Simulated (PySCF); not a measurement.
# C$_{3}$H$_{6}$F$_{3}$GeP: excited-state calculation

C$_{3}$H$_{6}$F$_{3}$GeP, SMILES C=C[P]([GeH3])C(F)(F)F, computed with TDDFT CAM-B3LYP/def2-SVPD, vertical, gas phase, core orbitals frozen in the response (PySCF 2.14.0).

The geometry comes from this level: GFN2-xTB.

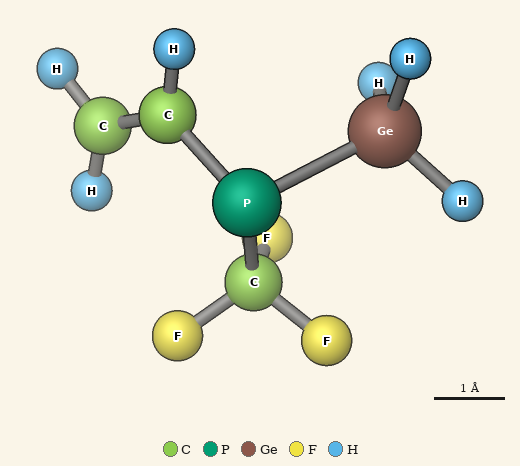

Figure 1. The input geometry (ball-and-stick view, seen at a tilt). Sticks mark near contacts.

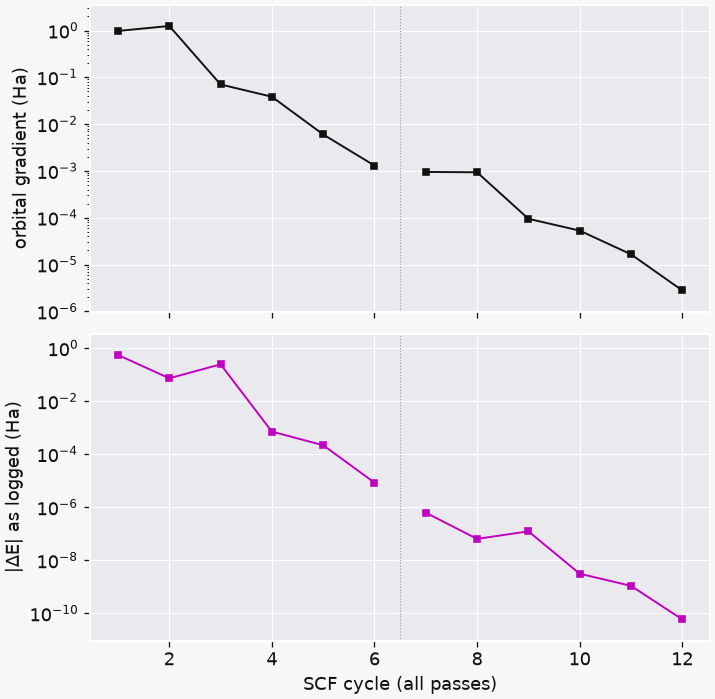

Figure 2. Convergence of the self-consistent field: orbital gradient and size of the energy change against the SCF cycle. The dotted line marks the change from a coarse to the final integration grid. The first 6 cycles use a coarse grid, the final grid takes over at cycle 7, and the field converges after 12 cycles in all.

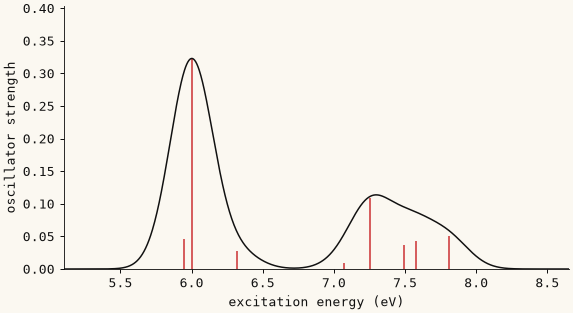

Figure 3. Computed excitations as sticks (degenerate states added up, dark ones marked on the axis), with a Gaussian envelope of 0.35 eV full width at half maximum, scaled to the tallest. Of the 8 states the lowest lies at 5.95 eV (f = 0.046); the strongest line is at 6.01 eV, or 206 nm (f = 0.323).

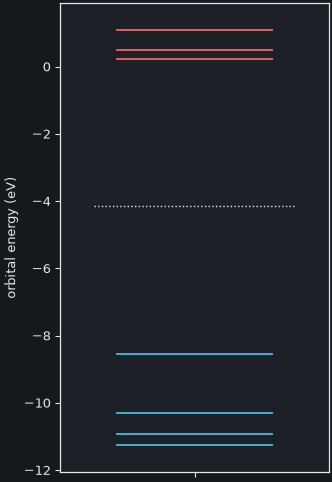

Figure 4. Orbital energies near the frontier; the dotted line parts filled from empty levels, and levels within 0.02 eV of each other stand side by side. Highest filled −8.55 eV, lowest empty 0.23 eV, 8.78 eV apart.

The input and output of the run follow.

Input file
```
{"job": {"kind": "uv", "xc": "CAM-B3LYP", "basis": "def2-SVPD", "nstates": 8, "ntriplets": 3}, "charge": 0, "multiplicity": 1}
C     -1.855341     1.270416    -0.006128
C     -0.676492     1.243118     0.595740
P      0.213370    -0.208306     1.212450
Ge     2.070698    -0.010956    -0.160700
C     -0.482343    -1.514913     0.069999
F     -0.498224    -1.161931    -1.230251
F     -1.728855    -1.889385     0.379471
F      0.284040    -2.616738     0.141519
H     -2.419154     0.383449    -0.239656
H     -2.306663     2.205030    -0.297640
H     -0.161987     2.165229     0.847038
H      2.790772    -1.317518    -0.246626
H      1.759856     0.470247    -1.544817
H      3.009646     0.981786     0.457434
```

The first line tells a small driver script what to run in PySCF; the rest is the geometry in Å.

Command:
```bash
OMP_NUM_THREADS=1 python <driver script> task.json out
```

What the program printed
```
coarse grid: 60104 points
cycle   1  E = -2834.9459176629  dE =  5.557e-01  |g| = 9.789e-01  |ddm| = 5.021e+00
cycle   2  E = -2834.8726473154  dE =  7.327e-02  |g| = 1.251e+00  |ddm| = 2.025e+00
cycle   3  E = -2835.1185736768  dE = -2.459e-01  |g| = 7.044e-02  |ddm| = 1.170e+00
cycle   4  E = -2835.1192881763  dE = -7.145e-04  |g| = 3.855e-02  |ddm| = 1.346e-01
cycle   5  E = -2835.1195074120  dE = -2.192e-04  |g| = 6.028e-03  |ddm| = 4.726e-02
cycle   6  E = -2835.1195159035  dE = -8.491e-06  |g| = 1.302e-03  |ddm| = 1.410e-02
final grid: 125632 points
cycle   7  E = -2835.1195110082  dE = -6.264e-07  |g| = 9.532e-04  |ddm| = 6.516e-03
cycle   8  E = -2835.1195110725  dE = -6.425e-08  |g| = 9.371e-04  |ddm| = 2.136e-03
cycle   9  E = -2835.1195111965  dE = -1.240e-07  |g| = 9.519e-05  |ddm| = 8.604e-04
cycle  10  E = -2835.1195111996  dE = -3.126e-09  |g| = 5.317e-05  |ddm| = 2.290e-04
cycle  11  E = -2835.1195112007  dE = -1.090e-09  |g| = 1.659e-05  |ddm| = 1.824e-04
cycle  12  E = -2835.1195112008  dE = -5.912e-11  |g| = 2.806e-06  |ddm| = 3.274e-05
converged SCF energy = -2835.1195112008

Static polarisability (au): isotropic 95.592, principal 80.739 89.592 116.445

Singlet excitations
state   eV       nm        f      main configurations
  1   5.9482    208.4   0.04628   H->L+1 0.71, H->L+3 0.14, H->L+2 0.10
  2   6.0058    206.4   0.32296   H->L 0.90
  3   6.3200    196.2   0.02772   H->L+2 0.66, H->L+1 0.19, H->L+3 0.09
  4   7.0675    175.4   0.00949   H->L+3 0.61, H->L+2 0.18
  5   7.2545    170.9   0.10887   H-1->L 0.45, H-1->L+1 0.21
  6   7.4937    165.5   0.03671   H-1->L+1 0.58, H-1->L 0.26
  7   7.5782    163.6   0.04267   H->L+4 0.77
  8   7.8061    158.8   0.05054   H->L+5 0.73

Triplet excitations (Tamm-Dancoff, eV): 4.0333 4.9395 5.5127
```

Results in brief

```json
{"quantity": "outcome", "value": "converged"}
{"quantity": "total energy", "value": "−2835.119511 hartree"}
{"quantity": "HOMO", "value": "−8.55 eV"}
{"quantity": "LUMO", "value": "0.23 eV"}
{"quantity": "dipole moment", "value": "2.17 D"}
{"quantity": "mean polarisability", "value": "95.59 a.u."}
{"quantity": "lowest singlet excitation", "value": "5.95 eV"}
{"quantity": "hardware", "value": "1 CPU thread, shared host"}
{"quantity": "wall time", "value": "68 s"}
{"quantity": "peak memory", "value": "1.1 GiB"}
```

Notes

Spin–orbit coupling is left out, which matters for the heavy atoms.
